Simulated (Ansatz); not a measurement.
# HF/3-21G run of SiHClF2 (SMILES F[SiH](F)Cl)

Aim: the vertical singlet–triplet gap of SiHClF2 at HF/3-21G, from 2 runs. 

Program for the calculation: Ansatz 0.2.0.

44 further runs of the same task are left out: 44 set aside as unsound or not needed. Runs told in other sessions of the task aren't counted.

## 1. The molecule

The species is SiHClF2 (5 atoms), meant as a singlet with charge 0. SMILES: `F[SiH](F)Cl`. The coordinates come from a PBE0-D4/def2-TZVP relaxation.

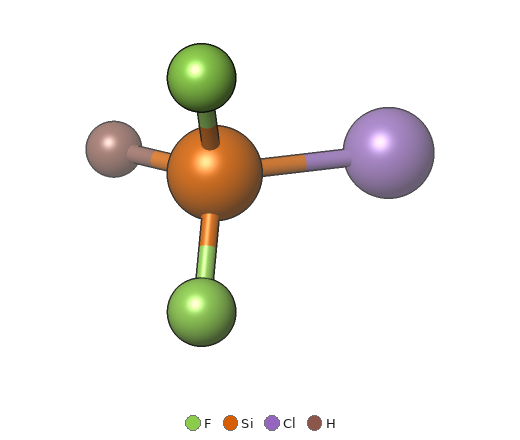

The structure, seen from a chosen angle (fluorine green, silicon orange, chlorine purple, hydrogen brown).

## 2. The energy at HF/3-21G

File molecule.yaml:

```yaml
crystal:
  periodic: [false, false, false]
  atoms:
    - {symbol: F, position_ang: [-0.339600, -0.621400, 1.420100]}
    - {symbol: Si, position_ang: [0.095900, -0.000200, 0.037800]}
    - {symbol: F, position_ang: [-0.033500, 1.566800, 0.156500]}
    - {symbol: Cl, position_ang: [-1.157500, -0.656000, -1.401500]}
    - {symbol: H, position_ang: [1.484600, -0.363000, -0.254200]}
basis:
  gaussian:
    orbitals: 3-21G.json
hamiltonian:
  xc: hf
accuracy: high
output: {orbitals: {seedname: orbitals}}
```

The basis set 3-21G is read from a file made from the Basis Set Exchange's data (not shown).

The run is started by

```console
ansatz run molecule.yaml --threads 1 --pin off --max-ram 3480MiB --events-out events.jsonl --progress --plain --runs-dir runs
```

Output:

```text
Warning: RAYON_NUM_THREADS=1 ignored (pool sized by the plan → 1); use --threads N
Functional definition: HF
  name "HF"
  exchange = exact_x
  correlation = 0
969 factors; integrals over basis functions are off by at most 5.4e-9 eV
mean field evaluation 1: about -25664.5084 eV, gradient 3.2e1 eV
mean field evaluation 2: about -25664.6987 eV, gradient 3.3e1 eV
mean field evaluation 4: about -25666.7865 eV, gradient 1.4e0 eV
mean field evaluation 8: about -25666.8104 eV, gradient 5.5e-5 eV
mean field -25666.81043335 eV, -943.2378858367 hartree, gradient 2.6e-8 eV, S^2 0.000000; 0 other end points of the search recorded, 0 dependent functions left out
reference -25666.81043335 eV, -943.2378858367 hartree; 25, 25 occupied and 21, 21 virtual orbitals, 969 factors
Total energy: -25666.81043335 eV, -943.2378858367 hartree
```

Wall time 0.44 s (1 thread of Arm Neoverse V1, shared host).

## 3. The triplet at the same level

File input.yaml:

```yaml
crystal:
  periodic: [false, false, false]
  atoms:
    - {symbol: F, position_ang: [-0.339600, -0.621400, 1.420100]}
    - {symbol: Si, position_ang: [0.095900, -0.000200, 0.037800]}
    - {symbol: F, position_ang: [-0.033500, 1.566800, 0.156500]}
    - {symbol: Cl, position_ang: [-1.157500, -0.656000, -1.401500]}
    - {symbol: H, position_ang: [1.484600, -0.363000, -0.254200]}
basis:
  gaussian:
    orbitals: 3-21G.json
output: {orbitals: {seedname: orbitals}}
accuracy: high
magnetization:
  spin_polarized: true
  initial_magnetization: 2
hamiltonian:
  xc: hf
```

The basis set 3-21G is read from a file made from the Basis Set Exchange's data (not shown).

The run is started by

```console
ansatz run input.yaml --threads 1 --pin off --max-ram 3480MiB --events-out events.jsonl --progress --plain --runs-dir runs
```

Output, cut to the lines that bear on the results:

```text
Warning: RAYON_NUM_THREADS=1 ignored (pool sized by the plan → 1); use --threads N
Functional definition: HF
  name "HF"
[...]
969 factors; integrals over basis functions are off by at most 5.4e-9 eV
[...]
mean field -25657.82568028 eV, -942.9077022515 hartree, gradient 2.2e-8 eV, S^2 2.005658; 3 other end points of the search recorded, 0 dependent functions left out
reference -25657.82568028 eV, -942.9077022515 hartree; 26, 24 occupied and 20, 22 virtual orbitals, 969 factors
Total energy: -25657.82568028 eV, -942.9077022515 hartree
```

Wall time 2.5 s (1 thread of Arm Neoverse V1, shared host); peak memory 0.11 GiB.

## 4. What came out

At HF/3-21G:

```
                                        quantity          value
                           singlet: total energy  -943.23789 Eh
                            singlet: HOMO energy      -13.62 eV
                            singlet: LUMO energy        4.42 eV
                          singlet: HOMO–LUMO gap       18.05 eV
                           triplet: total energy  -942.90770 Eh
     triplet: HOMO energy (highest over α and β)       -3.89 eV
      triplet: LUMO energy (lowest over α and β)       -3.77 eV
                                   triplet: ⟨S²⟩          2.006
vertical energy of the triplet above the singlet       8.985 eV
```

What this shows: At this shape the triplet lies 8.98 eV (867 kJ/mol) above the singlet.
